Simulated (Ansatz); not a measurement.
# CH₃ClF₂Si₂: what the fields show

The calculation's input:

```
crystal:
  periodic: [false, false, false]
  atoms:
    - {symbol: C, position_ang: [-0.895139, -0.460194, 0.902360]}
    - {symbol: Cl, position_ang: [-2.649729, 0.755932, -1.518959]}
    - {symbol: F, position_ang: [-1.053703, -1.750917, -1.581267]}
    - {symbol: F, position_ang: [-3.188212, -1.791597, -0.156544]}
    - {symbol: Si, position_ang: [-1.913069, -0.895299, -0.532138]}
    - {symbol: Si, position_ang: [0.732751, -0.960172, 1.111376]}
    - {symbol: H, position_ang: [-1.345971, 0.158836, 1.677100]}
    - {symbol: H, position_ang: [1.451989, -1.792743, 0.128283]}
    - {symbol: H, position_ang: [1.528873, -0.575908, 2.297749]}
basis:
  gaussian:
    orbitals: def2-SVPD
hamiltonian:
  xc: pbe0
output: {forces: true, orbitals: {seedname: orbitals}}
```

Launched as:

```sh
ansatz run input.yaml --threads 2 --pin off --max-ram 4350MiB --events-out events.jsonl --progress --plain --runs-dir runs
```

Geometry: B3LYP/6-31G*.

Computed with Ansatz, isolated molecule in a Gaussian basis; Kohn-Sham density functional theory, functional PBE0.

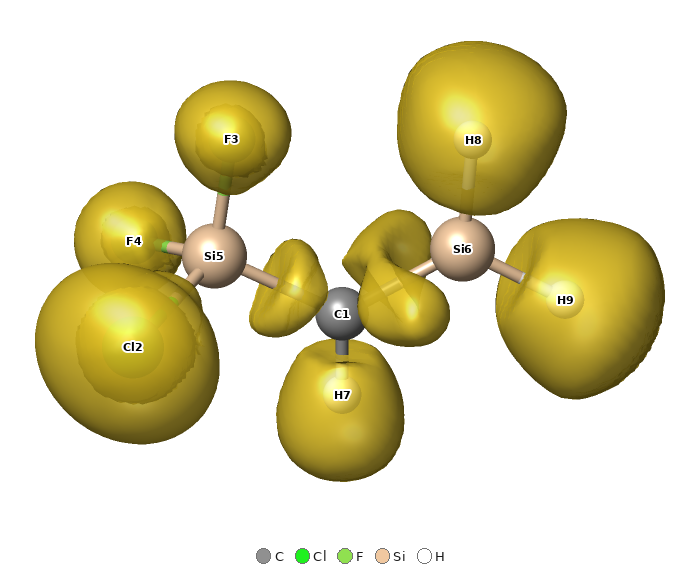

Figure 1. Isosurface of the electron localisation function at 0.8 (yellow), seen at a tilt. Only the valence region is drawn (cores and ρ < 0.01 e/Å³ removed).

Question: What do the ELF domains correspond to?

Answer: The surface consists of two regions between bonded C–Si atoms (shared pairs), three regions around hydrogen nuclei, one region on Cl in which the atom's valence shell and bonds are merged and two regions wrapped around F (its lone pairs, merged into a ring or cap). Profiles from the grid: Si–F (1.60 Å): the ELF peaks at about 0.85 in the valence shell of F, 0.6 Å from its nucleus, and is about 0.50 at the midpoint. C–Si (1.72 Å): the ELF peaks at about 0.90 between the atoms; a covalent bond.

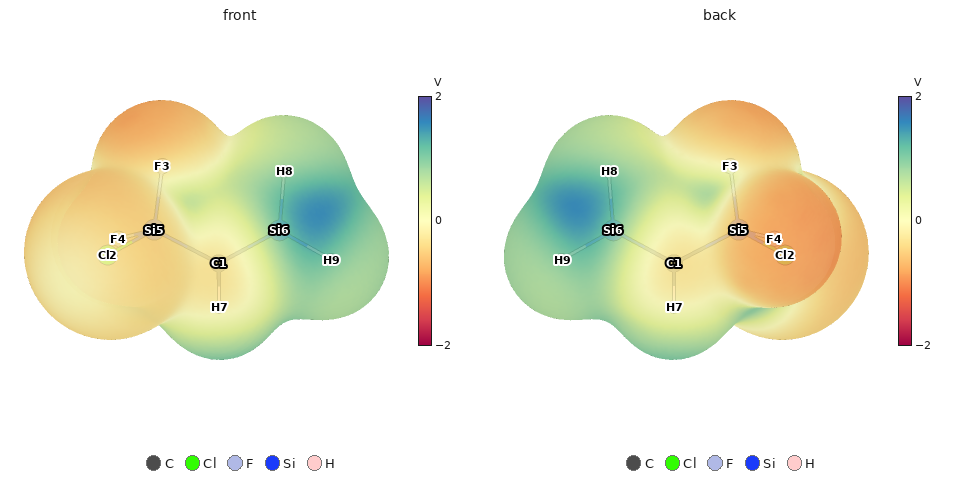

Figure 2. The electrostatic potential painted on the density surface at 0.001 e/bohr³, seen from the front and from behind; the colour scale runs from red (negative) to blue (positive).

Question: Which sites attract a positive test charge, and which a negative one?

Answer: A positive charge is drawn to the negative regions and a negative charge to the positive ones. The most negative region (about −0.9 V, or −21 kcal/mol for a unit charge) lies over F4, the most positive (about +1.5 V, or +35 kcal/mol for a unit charge) over Si6.

Question: What dipole moment does the calculation give?

Answer: Its dipole moment is 4.20 D.

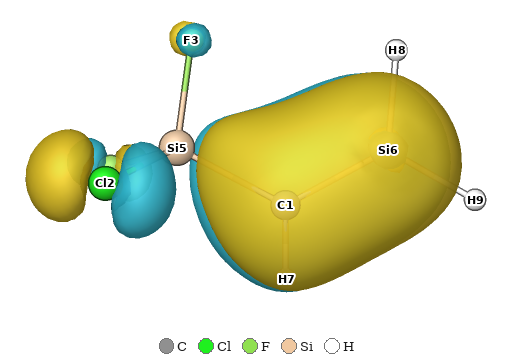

Figure 3. The HOMO at ±0.08 Å⁻³ᐟ² (yellow and cyan are the two phases), seen across its widest extent.

Question: Describe this orbital and give its energy.

Answer: It lies mainly on C1 (about 45 %) and Si6 (about 35 %); π-bonding across C1–Si6. Its energy is −7.66 eV.

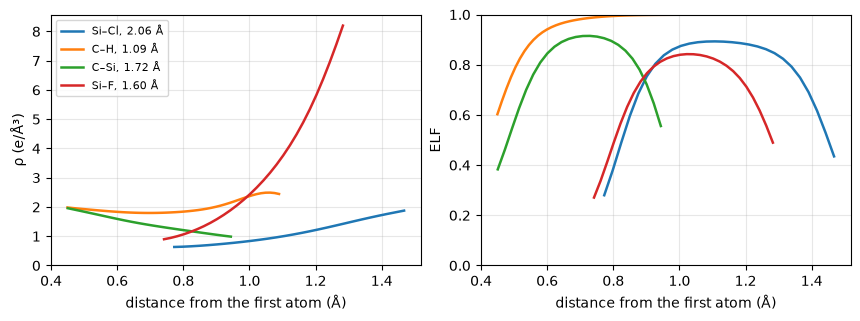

Figure 4. Electron density and ELF along straight lines between neighbouring atoms. The curves leave out the atomic cores.

Question: What can be read from the curves?

Answer: Si–Cl (2.06 Å): ρ at the midpoint is about 0.88 e/Å³; the ELF peaks at about 0.90 between the atoms (a polar covalent bond).
C–H (1.09 Å): ρ at the midpoint is about 1.9 e/Å³; the ELF climbs to about 1 towards the hydrogen, as it does in any bond to H; an ordinary covalent bond to hydrogen.
C–Si (1.72 Å): ρ at the midpoint is about 1.1 e/Å³; the ELF peaks at about 0.90 between the atoms, as expected for a covalent bond.
Si–F (1.60 Å): ρ at the midpoint is about 1.1 e/Å³; the ELF peaks at about 0.85 in the valence shell of F, 0.6 Å from its nucleus, and is about 0.50 at the midpoint.
